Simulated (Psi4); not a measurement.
**SF6 (sulfur hexafluoride) at HF/aug-cc-pVDZ (density fitting, sweep point 4)**

What is the vertical ionisation energy of SF6 (sulfur hexafluoride) at HF/aug-cc-pVDZ (density fitting, sweep point 4)? Input form: a Python script.

The calculation is run with Psi4 1.11.

### Step 1. Starting point

SF6 has 7 atoms, charge 0, and is taken as a singlet. As SMILES, `FS(F)(F)(F)(F)F`. Geometry: relaxed at PBE0-D4/def2-TZVP.

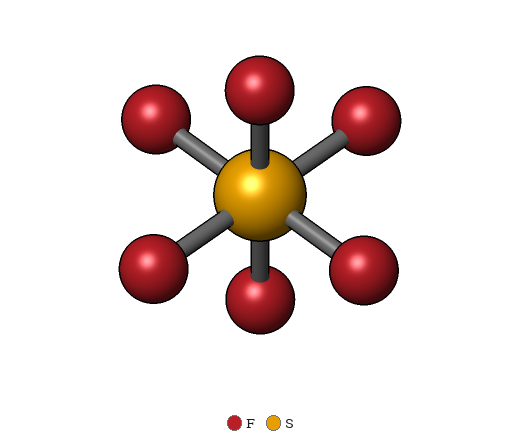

The structure, seen from a chosen angle (fluorine red, sulfur amber).

### Step 2. A single-point energy at HF/aug-cc-pVDZ (density fitting, sweep point 4)

Input file f6s.py:

```python
import psi4

psi4.set_memory('1600 MB')
psi4.set_num_threads(1)
psi4.core.set_output_file('f6s.out', False)

geom = psi4.geometry("""
0 1
F     -0.566040    -1.308390     0.646140
S      0.000000     0.000000     0.000000
F      1.164640     0.012530     1.045590
F     -1.164600    -0.012550    -1.045640
F      0.565990     1.308430    -0.646120
F     -0.879260     0.858880     0.969040
F      0.879260    -0.858900    -0.969010
symmetry c1
""")

psi4.set_options({
    'basis': 'aug-cc-pVDZ',
    'puream': True,
    'scf_type': 'df',
})

result, w = psi4.energy('hf', molecule=geom, return_wfn=True)
print(f'hf energy: {result:.10f} Eh')
```

The run is started by

```bash
$ python f6s.py
```

f6s.out:

```text
[...]
  Running in c1 symmetry.
[...]
  Nuclear repulsion =  565.564093798421709
[...]
  Multiplicity = 1
[...]
  Nalpha       = 35
  Nbeta        = 35
[...]
    Number of basis functions: 165
[...]
   @DF-RHF iter   1:  -993.80013324947015    7.32412e-01   5.25608e-03 ADIIS/DIIS
[...]
   @DF-RHF iter   7:  -994.08110385074019   -4.06511e-08   2.10045e-07 DIIS
[...]
    Orbital Energies [Eh]
    ---------------------
    Doubly Occupied:
       1A    -92.492260     2A    -26.393592     3A    -26.393591
       4A    -26.393561     5A    -26.393560     6A    -26.393560
       7A    -26.393527     8A     -9.421486     9A     -7.110517
      10A     -7.110517    11A     -7.110517    12A     -1.845196
      13A     -1.714717    14A     -1.714716    15A     -1.714714
      16A     -1.659648    17A     -1.659647    18A     -1.104874
      19A     -0.924786    20A     -0.924786    21A     -0.924785
      22A     -0.828506    23A     -0.828505    24A     -0.828505
      25A     -0.731440    26A     -0.731439    27A     -0.725813
      28A     -0.725813    29A     -0.725812    30A     -0.712594
      31A     -0.712594    32A     -0.712594    33A     -0.677647
      34A     -0.677647    35A     -0.677647
[...]
  @DF-RHF Final Energy:  -994.08110385074019
   => Energetics <=
    Nuclear Repulsion Energy =            565.5640937984217089
    One-Electron Energy =               -2507.1082058024417165
    Two-Electron Energy =                 947.4630081532798158
    Total Energy =                       -994.0811038507401918
[...]
 Multipole Moments:
 ------------------------------------------------------------------------------------
     Multipole            Electronic (a.u.)      Nuclear  (a.u.)        Total (a.u.)
 ------------------------------------------------------------------------------------
 L = 1.  Multiply by 2.5417464519 to convert [e a0] to [Debye]
 Dipole X            :          0.0000099            0.0000021            0.0000120
 Dipole Y            :         -0.0000092            0.0000000           -0.0000092
 Dipole Z            :          0.0000007            0.0000000            0.0000007
 Magnitude           :                                                    0.0000152
[...]
```

Standard output:

```text
hf energy: -994.0811038507 Eh
```

Wall time 5.4 s (1 thread of AMD EPYC 7B13 (Zen 3), shared host); peak memory 0.39 GiB.

### Step 3. The doublet cation

Input file job.py:

```python
import psi4

psi4.set_memory('1600 MB')
psi4.set_num_threads(1)
psi4.set_output_file('f6s.out', False)

molecule = psi4.geometry("""
1 2
F     -0.566040    -1.308390     0.646140
S      0.000000     0.000000     0.000000
F      1.164640     0.012530     1.045590
F     -1.164600    -0.012550    -1.045640
F      0.565990     1.308430    -0.646120
F     -0.879260     0.858880     0.969040
F      0.879260    -0.858900    -0.969010
symmetry c1
""")

psi4.set_options({
    'basis': 'aug-cc-pVDZ',
    'reference': 'uhf',
    'puream': True,
    'scf_type': 'df',
    'maxiter': 100,
})

e_tot, wfn = psi4.energy('hf', return_wfn=True)
print(f'hf energy: {e_tot:.10f} Eh')
```

The run is started by

```bash
$ python job.py
```

f6s.out:

```text
[...]
  Running in c1 symmetry.
[...]
  Nuclear repulsion =  565.564093798421709
[...]
  Multiplicity = 2
[...]
  Nalpha       = 35
  Nbeta        = 34
[...]
    Number of basis functions: 165
[...]
   @DF-UHF iter   1:  -993.12891954738734    1.40363e+00   5.38417e-03 ADIIS/DIIS
[...]
   @DF-UHF iter  15:  -993.45634490996895   -3.18577e-07   7.62395e-07 DIIS
[...]
   @S^2 Observed:                7.840232291E-01
[...]
    Orbital Energies [Eh]
    ---------------------
    Alpha Occupied:
       1A    -92.770618     2A    -26.736575     3A    -26.736557
       4A    -26.736482     5A    -26.736475     6A    -26.645006
       7A    -26.644997     8A     -9.699783     9A     -7.389197
      10A     -7.389195    11A     -7.387604    12A     -2.144998
      13A     -2.040720    14A     -2.040650    15A     -1.989987
      16A     -1.959522    17A     -1.926242    18A     -1.389067
      19A     -1.228769    20A     -1.228742    21A     -1.185258
      22A     -1.168210    23A     -1.111482    24A     -1.111440
      25A     -1.064944    26A     -1.064883    27A     -1.047999
      28A     -1.041267    29A     -1.035183    30A     -1.000331
      31A     -0.988897    32A     -0.967876    33A     -0.967868
      34A     -0.949763    35A     -0.949744
[...]
  @DF-UHF Final Energy:  -993.45634490996895
   => Energetics <=
    Nuclear Repulsion Energy =            565.5640937984217089
    One-Electron Energy =               -2487.1720661989697874
    Two-Electron Energy =                 928.1516274905791306
    Total Energy =                       -993.4563449099689478
  UHF NO Occupations:
  HONO-2 :   33  A 1.9948056
  HONO-1 :   34  A 1.9945649
  HONO-0 :   35  A 1.0000000
  LUNO+0 :   36  A 0.0054351
  LUNO+1 :   37  A 0.0051944
[...]
 Multipole Moments:
 ------------------------------------------------------------------------------------
     Multipole            Electronic (a.u.)      Nuclear  (a.u.)        Total (a.u.)
 ------------------------------------------------------------------------------------
 L = 1.  Multiply by 2.5417464519 to convert [e a0] to [Debye]
 Dipole X            :         -0.0000517            0.0000021           -0.0000496
 Dipole Y            :          0.0000517            0.0000000            0.0000517
 Dipole Z            :          0.0000669            0.0000000            0.0000669
 Magnitude           :                                                    0.0000980
[...]
```

Standard output:

```text
hf energy: -993.4563449100 Eh
```

Run time: 9.6 s. Hardware: 1 thread of AMD EPYC 7B13 (Zen 3), shared host; peak memory 0.39 GiB.

### Step 4. Outcome

At HF/aug-cc-pVDZ (density fitting, sweep point 4):

```
                                          quantity          value
                         singlet SF6: total energy  -994.08110 Eh
                        singlet SF6: dipole moment         0.00 D
                          singlet SF6: HOMO energy      -18.44 eV
                          singlet SF6: LUMO energy        2.09 eV
                        singlet SF6: HOMO–LUMO gap       20.53 eV
                      doublet cation: total energy  -993.45634 Eh
doublet cation: HOMO energy (highest over α and β)      -23.06 eV
 doublet cation: LUMO energy (lowest over α and β)      -15.59 eV
                              doublet cation: ⟨S²⟩          0.784
vertical ionisation energy (to the doublet cation)      17.001 eV
```

**Reading.** The vertical ionisation energy comes to 17.00 eV (392 kcal/mol). −ε(HOMO) before ionisation, 18.44 eV, is 1.44 eV above this ionisation energy.
